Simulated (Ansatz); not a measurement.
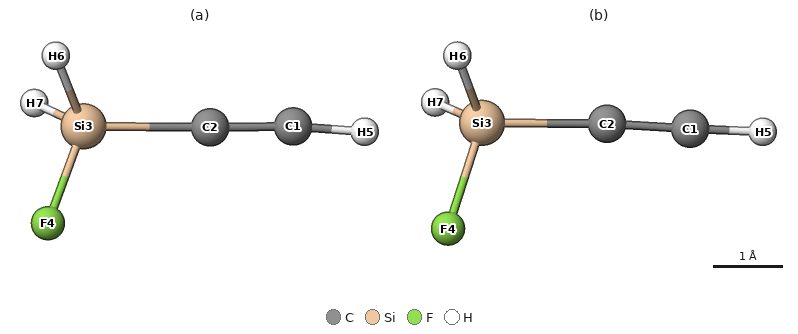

The structure of C₂H₃FSi before (left) and after (right) a relaxation, at one scale.

A ball-and-stick model, seen at a tilt.

The run prepares the start of a later molecular dynamics calculation, from a guessed geometry.

These are results of RKS r2SCAN-D4/6-31G in Ansatz, not measurements. (no spin polarisation; force threshold 0.02 eV/Å; at most 40 steps)

Question: Summarise the run.

Answer: F4 moves most after the best rigid fit: 0.091 Å. Largest moves by element: F 0.091 Å, Si 0.073 Å, C 0.067 Å, H 0.047 Å. Some distances before and after: Si3–F4 1.563 → 1.700 Å, Si3–H7 1.545 → 1.497 Å, C2–Si3 1.865 → 1.839 Å, C1–H5 1.052 → 1.067 Å. Bond angles that change, for instance: C2–C1–H5 173.3° → 179.0°, H6–Si3–H7 107.0° → 112.3°, F4–Si3–H6 111.0° → 107.9°. Over 4 accepted moves (5 points after the start) the energy falls by 37.8 kJ/mol. The largest force component goes from 3.6 to 0.017 eV/Å. The line search rejected the trial step at point 3 of the run.

Limits of the set-up: the basis has no polarisation functions, which atoms past neon need.
